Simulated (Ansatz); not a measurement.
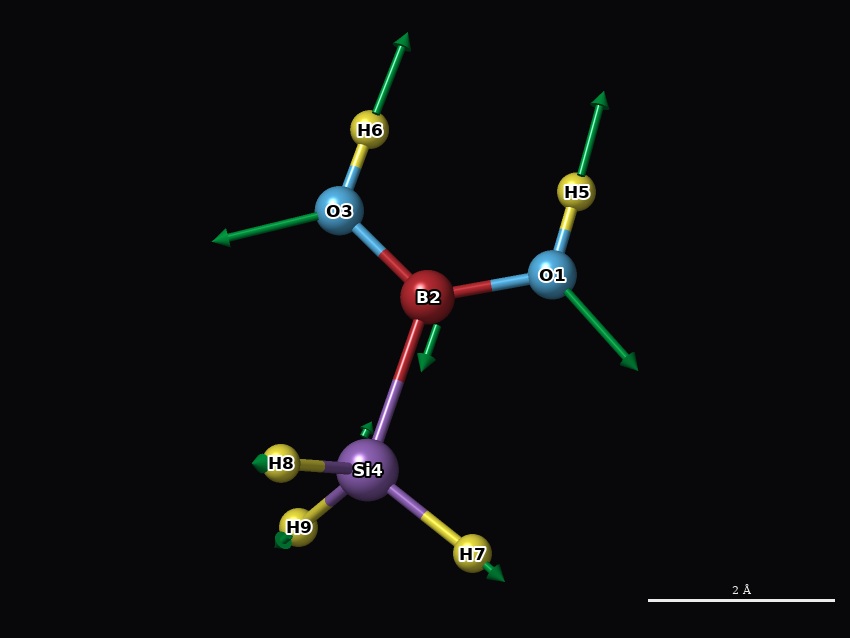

Arrows show the forces on the atoms, 2 Å of arrow for 1 eV/Å; forces under a tenth of the largest aren't drawn. Level of theory: PBE-D4/def2-TZVPP (Ansatz 0.2.0).

List the force components in the frame of the picture (x right, y up, z towards the viewer), in eV/Å.

| atom | Fx | Fy | Fz |
| --- | --- | --- | --- |
| O1 | 0.39 | −0.43 | 0.14 |
| B2 | −0.09 | −0.25 | 0.07 |
| O3 | −0.57 | −0.14 | 0.02 |
| Si4 | 0.04 | 0.08 | −0.02 |
| H5 | 0.12 | 0.46 | −0.13 |
| H6 | 0.17 | 0.44 | −0.12 |
| H7 | 0.11 | −0.09 | 0.04 |
| H8 | −0.10 | 0.00 | 0.11 |
| H9 | −0.08 | −0.07 | −0.11 |
